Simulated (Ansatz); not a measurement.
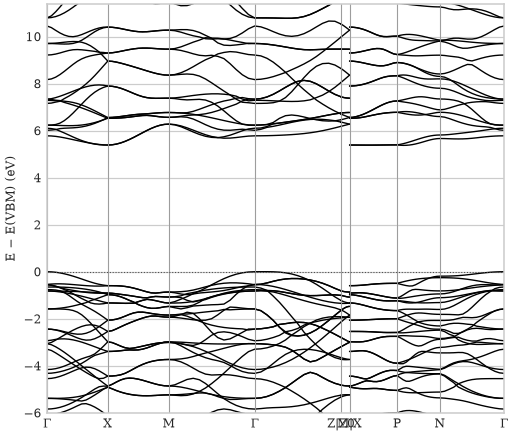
*Band structure from DFT-PBEsol in the program Ansatz with PAW potentials*

The gap is 5.37 eV; an edge lies off the plotted path or next to a special point (maximum on the Γ–Z line, 14 % of the way from Γ, minimum off the standard path).

The material is HfSiO₄ in space group I4_1/amd (No. 141; Hf on 4a, Si on 4b, O on 16h).

The PBEsol relaxation kept the symmetry of its start. No spin polarisation was allowed. Spin–orbit coupling is left out wherever it is not named.

Potentials: the later of the program's two PAW sets.
